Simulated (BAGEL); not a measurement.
# GeN2H5 (SMILES [NH][GeH2][NH2]) at UHF/6-31G(d) (density fitting with qzvpp-jkfit, spherical functions)

Aim: the vertical ionisation energy of GeN2H5 at UHF/6-31G* (density fitting with qzvpp-jkfit, spherical functions), from 2 runs. 

The results are computed with BAGEL 1.2.2.

2 further runs of the same task are left out: 2 that didn't finish. Runs told in other sessions of the task aren't counted.

## (1) The molecule

GeN2H5: 8 atoms, total charge 0, spin state doublet. As SMILES, `[NH][GeH2][NH2]`. The coordinates come from a PBE0-D4/def2-TZVP relaxation. This is one conformer, not always the lowest.

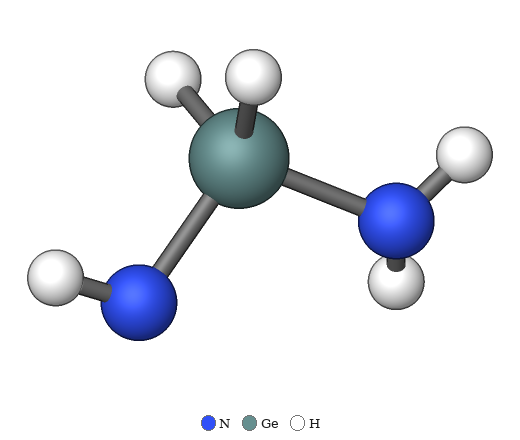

Viewed from a chosen angle; nitrogen blue, germanium teal, hydrogen white.

## (2) The energy at UHF/6-31G(d) (density fitting with qzvpp-jkfit, spherical functions)

Contents of job.json:

```json
{ "bagel": [

{
  "title": "molecule",
  "basis": "6-31gs.json",
  "df_basis": "qzvpp-jkfit",
  "angstrom": "true",
  "geometry": [
    { "atom": "N", "xyz": [      -1.696200,      -0.133000,      -0.510200 ] },
    { "atom": "Ge", "xyz": [       0.044800,       0.440000,      -0.185400 ] },
    { "atom": "N", "xyz": [       0.758300,      -0.869000,       0.874100 ] },
    { "atom": "H", "xyz": [      -2.241700,       0.643600,      -0.898100 ] },
    { "atom": "H", "xyz": [       0.698700,       0.607500,      -1.583100 ] },
    { "atom": "H", "xyz": [       0.135600,       1.765700,       0.595000 ] },
    { "atom": "H", "xyz": [       0.680200,      -1.798300,       0.484200 ] },
    { "atom": "H", "xyz": [       1.712300,      -0.713500,       1.167600 ] }
  ]
},

{ "title": "uhf", "nopen": 1 },

{ "title": "print", "file": "orbitals.molden", "orbitals": "true" }

]}
```

The basis set 6-31G* is read from a file made from the Basis Set Exchange's data (not shown).

Run with:

```console
BAGEL_NUM_THREADS=1 BAGEL job.json > job.out
```

Standard output:

```text
* using 1 threads per process

  ===============================================================
  ===============================================================

  *** Geometry ***

  { "atom" : "N", "xyz" : [     -3.205353,     -0.251334,     -0.964138 ] },
  { "atom" : "Ge", "xyz" : [      0.084660,      0.831479,     -0.350355 ] },
  { "atom" : "N", "xyz" : [      1.432979,     -1.642172,      1.651810 ] },
  { "atom" : "H", "xyz" : [     -4.236199,      1.216228,     -1.697163 ] },
  { "atom" : "H", "xyz" : [      1.320352,      1.148009,     -2.991625 ] },
  { "atom" : "H", "xyz" : [      0.256247,      3.336689,      1.124387 ] },
  { "atom" : "H", "xyz" : [      1.285392,     -3.398294,      0.915005 ] },
  { "atom" : "H", "xyz" : [      3.235778,     -1.348320,      2.206444 ] },

  Number of auxiliary basis functions:      510

  Since a DF basis is specified, we compute 2- and 3-index integrals:
    o Being stored without compression. Storage requirement is 0.020 GB

  Number of basis functions:       70
  Number of electrons      :       51

    * METHOD: MOLECULE                             0.27

  *** Open-shell HF ***

  === Nuclear Repulsion ===
   201.4552582424

      * DIIS with orbital gradients will be used.

  === UHF iteration (6-31gs.json) ===
      0      -2186.40178562          0.05679577           0.12
      1      -2186.61974133          0.04161189           0.12
      2      -2186.75789565          0.02634030           0.12
      3      -2186.83080748          0.00290525           0.12
      4      -2186.83421289          0.00123324           0.12
      5      -2186.83471877          0.00036553           0.12
      6      -2186.83486706          0.00013988           0.12
      7      -2186.83492693          0.00007291           0.12
      8      -2186.83494685          0.00003796           0.12
      9      -2186.83495065          0.00002292           0.12
     10      -2186.83495126          0.00001830           0.12
     11      -2186.83495172          0.00001532           0.12
     12      -2186.83495237          0.00000983           0.12
     13      -2186.83495262          0.00000493           0.12
     14      -2186.83495266          0.00000248           0.12
     15      -2186.83495271          0.00000167           0.12
     16      -2186.83495274          0.00000088           0.12
     17      -2186.83495274          0.00000053           0.13
     18      -2186.83495274          0.00000035           0.13
     19      -2186.83495274          0.00000028           0.12
     20      -2186.83495274          0.00000024           0.13
     21      -2186.83495274          0.00000019           0.13
     22      -2186.83495274          0.00000015           0.13
     23      -2186.83495274          0.00000008           0.12
     24      -2186.83495274          0.00000005           0.12
     25      -2186.83495274          0.00000003           0.12
     26      -2186.83495274          0.00000002           0.12
     27      -2186.83495274          0.00000001           0.12
    * SCF iteration converged.

    * S^2 (UHF) is 0.7595

    * Permanent dipole moment:
           (   -0.606743,    -0.494541,     0.395426) a.u.

    * METHOD: UHF                                  3.60

    * METHOD: PRINT                                0.01

  ===============================================================
```

Run time: 4.2 s. Hardware: 1 thread of Arm Neoverse V1, shared host; peak memory 0.11 GiB.

## (3) The singlet cation

Contents of job.json:

```json
{ "bagel" : [

{
  "title" : "molecule",
  "basis" : "6-31gs.json",
  "df_basis" : "qzvpp-jkfit",
  "angstrom" : "true",
  "geometry" : [
    { "atom" : "N", "xyz" : [   -1.696200,   -0.133000,   -0.510200 ] },
    { "atom" : "Ge", "xyz" : [    0.044800,    0.440000,   -0.185400 ] },
    { "atom" : "N", "xyz" : [    0.758300,   -0.869000,    0.874100 ] },
    { "atom" : "H", "xyz" : [   -2.241700,    0.643600,   -0.898100 ] },
    { "atom" : "H", "xyz" : [    0.698700,    0.607500,   -1.583100 ] },
    { "atom" : "H", "xyz" : [    0.135600,    1.765700,    0.595000 ] },
    { "atom" : "H", "xyz" : [    0.680200,   -1.798300,    0.484200 ] },
    { "atom" : "H", "xyz" : [    1.712300,   -0.713500,    1.167600 ] }
  ]
},
{
  "title" : "hf",
  "charge" : 1
},
{
  "title" : "print",
  "file" : "orbitals.molden",
  "orbitals" : "true"
}

]}
```

The basis set 6-31G* is read from a file made from the Basis Set Exchange's data (not shown).

Run with:

```console
BAGEL_NUM_THREADS=1 BAGEL job.json > job.out
```

Standard output:

```text
* using 1 threads per process

  ===============================================================
  ===============================================================

  *** Geometry ***

  { "atom" : "N", "xyz" : [     -3.205353,     -0.251334,     -0.964138 ] },
  { "atom" : "Ge", "xyz" : [      0.084660,      0.831479,     -0.350355 ] },
  { "atom" : "N", "xyz" : [      1.432979,     -1.642172,      1.651810 ] },
  { "atom" : "H", "xyz" : [     -4.236199,      1.216228,     -1.697163 ] },
  { "atom" : "H", "xyz" : [      1.320352,      1.148009,     -2.991625 ] },
  { "atom" : "H", "xyz" : [      0.256247,      3.336689,      1.124387 ] },
  { "atom" : "H", "xyz" : [      1.285392,     -3.398294,      0.915005 ] },
  { "atom" : "H", "xyz" : [      3.235778,     -1.348320,      2.206444 ] },

  Number of auxiliary basis functions:      510

  Since a DF basis is specified, we compute 2- and 3-index integrals:
    o Being stored without compression. Storage requirement is 0.020 GB

  Number of basis functions:       70
  Number of electrons      :       51

    * METHOD: MOLECULE                             0.27

  *** RHF ***

  === Nuclear Repulsion ===
   201.4552582424

      * DIIS with orbital gradients will be used.

  === RHF iteration (6-31gs.json) ===
      0      -2186.06819713          0.02859438           0.06
      1      -2186.22564619          0.02254155           0.06
      2      -2186.42340412          0.00347843           0.06
      3      -2186.43940505          0.00195424           0.06
      4      -2186.44342297          0.00089865           0.06
      5      -2186.44526916          0.00025286           0.06
      6      -2186.44541851          0.00012128           0.06
      7      -2186.44545155          0.00007133           0.06
      8      -2186.44546213          0.00003991           0.06
      9      -2186.44546577          0.00002694           0.06
     10      -2186.44546762          0.00002193           0.06
     11      -2186.44546968          0.00001619           0.06
     12      -2186.44547113          0.00001043           0.06
     13      -2186.44547170          0.00000639           0.06
     14      -2186.44547189          0.00000365           0.06
     15      -2186.44547195          0.00000183           0.06
     16      -2186.44547196          0.00000096           0.06
     17      -2186.44547196          0.00000063           0.06
     18      -2186.44547196          0.00000047           0.06
     19      -2186.44547197          0.00000035           0.06
     20      -2186.44547197          0.00000028           0.06
     21      -2186.44547197          0.00000023           0.06
     22      -2186.44547197          0.00000019           0.06
     23      -2186.44547197          0.00000012           0.06
     24      -2186.44547197          0.00000007           0.06
     25      -2186.44547197          0.00000004           0.06
     26      -2186.44547197          0.00000003           0.07
     27      -2186.44547197          0.00000002           0.06
     28      -2186.44547197          0.00000001           0.06
     29      -2186.44547197          0.00000001           0.06
    * SCF iteration converged.

    * Permanent dipole moment:
           (    1.076904,    -0.518476,     1.046193) a.u.

    * METHOD: HF                                   2.05

    * METHOD: PRINT                                0.01

  ===============================================================
```

Run time: 2.5 s. Hardware: 1 thread of Arm Neoverse V1, shared host; peak memory 0.11 GiB.

## (4) Results

Level: UHF/6-31G* (density fitting with qzvpp-jkfit, spherical functions).

```
                                          quantity           value
                      doublet GeN2H5: total energy  -2186.83495 Eh
                     doublet GeN2H5: dipole moment          2.23 D
                              doublet GeN2H5: ⟨S²⟩           0.759
                      singlet cation: total energy  -2186.44547 Eh
                       singlet cation: HOMO energy       -15.93 eV
                       singlet cation: LUMO energy        -8.27 eV
                     singlet cation: HOMO–LUMO gap         7.67 eV
vertical ionisation energy (to the singlet cation)       10.598 eV
```

In words: The vertical ionisation energy comes to 10.60 eV (1023 kJ/mol). Only the singlet of the ionised species was computed; a triplet could lie lower.
